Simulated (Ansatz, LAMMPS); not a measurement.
## Glassy 65SiO2-29K2O-6TiO2 (mol %) (93 atoms): a reference run and its variants

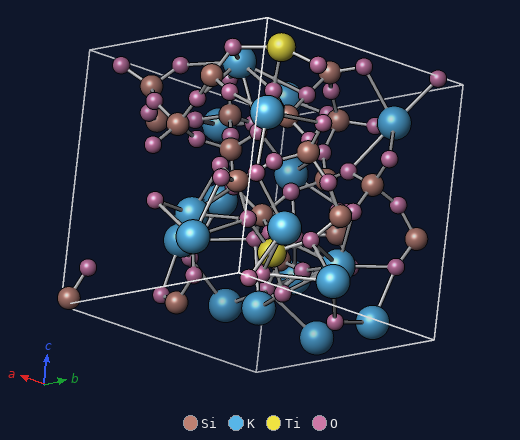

The cell (silicon pink, potassium blue, titanium yellow, oxygen pink). Some periodic images of atoms are drawn too.

Density of this cell: 2.52 g/cm³. The cell holds 93 atoms: 20 Si, 18 K, 2 Ti and 53 O. Cell: a = 11.331 Å, b = 11.331 Å, c = 11.331 Å, α = 90.0°, β = 90.0°, γ = 90.0°. 93 atoms (20 Si, 18 K, 2 Ti, 53 O) placed at random at 2.48 g/cm³, melted at 4000 K for 10 ps at fixed volume with the Morse and Coulomb pair potential with partial charges (Pedone, Malavasi, Menziani, Cormack and Segre, J. Phys. Chem. B 110, 11780 (2006)). Quenched from 4000 K to 300 K at 50 K/ps and fixed volume, held 10 ps at zero pressure.

Geometry: as built.

Reference run: Kohn-Sham DFT, PBE, PAW (set soft_2), plane waves (Ansatz 0.2.0), cutoff 420 eV, Γ point, fixed occupations.

- r.m.s. force component: 1.287 eV/Å
- pressure: 5.832 GPa
- gap (highest filled to lowest empty level): 1.456 eV
- SCF cycles: 11
- time: 29 s on 4 threads of Arm Neoverse V1, shared host

Variants, in no order:
A. support functions medium, spacing 0.33 Å
B. support functions medium
C. support functions medium, spacing 0.275 Å

**Question.** Rank the variants by how far their forces lie from the reference's, least first.

B, C, A.

| variant | Δ force, r.m.s. (meV/Å) | share of r.m.s. force (%) |
| --- | --- | --- |
| B. support functions medium | 0.514 | 0.0399 |
| C. support functions medium, spacing 0.275 Å | 4.42 | 0.344 |
| A. support functions medium, spacing 0.33 Å | 49.1 | 3.81 |

[Hosts, paths, dates, database ids (printed as entryN), source tags and the programs' standing remarks are cut or masked in the printed files.]
